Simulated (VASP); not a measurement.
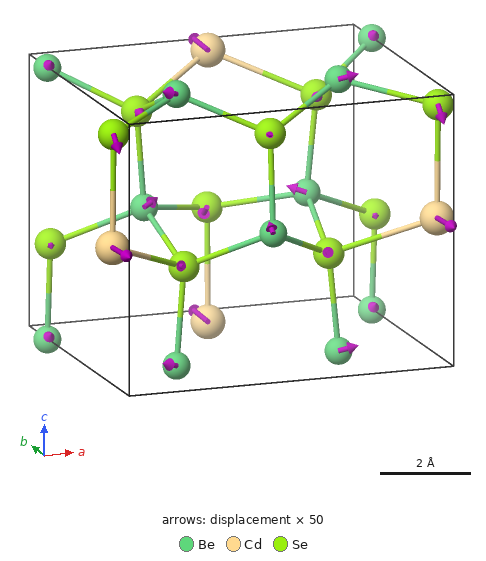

A relaxation of crystalline Be$_{3}$CdSe$_{4}$ (a generated structure, set up in Pmn2_1). The starting structure is drawn; purple arrows show the displacements (the part carried along by the change of the cell is left out), magnified 50 times.

Style: ball-and-stick. Shown: the cell of the calculation, slightly off an axis.

The run lets cell and atoms move.

Theory: Kohn-Sham DFT of a periodic cell, PBE, VASP PAW PBE potentials, recommended in VASP.

The input:
```
ALGO     = Normal         # electronic algorithm
EDIFF    = 1E-6           # SCF threshold, eV
EDIFFG   = -0.01          # ionic threshold
ENCUT    = 520            # plane-wave cutoff, eV
GGA      = PE             # functional
IBRION   = 2              # ionic algorithm
ISIF     = 3              # what is computed and relaxed
ISMEAR   = 0              # smearing method
KPAR     = 8            
LASPH    = True           # aspherical terms in the spheres
LCHARG   = False          # write CHGCAR
LREAL    = False          # projectors in reciprocal space
LWAVE    = False          # write WAVECAR
NELM     = 120            # most SCF steps
NSW      = 90             # ionic steps
PREC     = Accurate       # precision mode
SIGMA    = 0.03           # smearing width, eV
```

Launched with:
```bash
cat potpaw_PBE.64/Be/POTCAR potpaw_PBE.64/Cd/POTCAR potpaw_PBE.64/Se/POTCAR > POTCAR
mpirun -np 8 vasp_std > vasp.out
```

Q: Atoms of which element are displaced furthest, and by how much?

A: Cadmium: up to 0.023 Å, against 0.011 Å for selenium.

Q: What did the optimiser do to the structure, and how much energy did it gain?

A: After 9 geometry steps the energy has fallen by 0.4 meV per atom. The largest force component goes from 0.076 to 0.0046 eV/Å. The pressure goes from −0.19 to −0.02 GPa. The largest moves relative to the cell, 0.023 Å, are those of Cd atoms. Largest moves by element: Cd 0.023 Å, Se 0.011 Å, Be 0.010 Å. The drawn cell changes as follows: a 7.731 → 7.678 Å (−0.7 %), b 6.593 → 6.614 Å (+0.3 %), c 6.292 → 6.297 Å (+0.1 %); the volume changes by −0.3 %. Some distances before and after: Be–Se 2.327 → 2.316 Å, Cd–Se 2.656 → 2.645 Å, Cd–Se 2.641 → 2.634 Å, Be–Se 2.240 → 2.245 Å. The space group stays Pmn2_1 (No. 31). It ran on 8 threads of Intel(R) Xeon(R) 6975P-C (Granite Rapids), on a shared host.
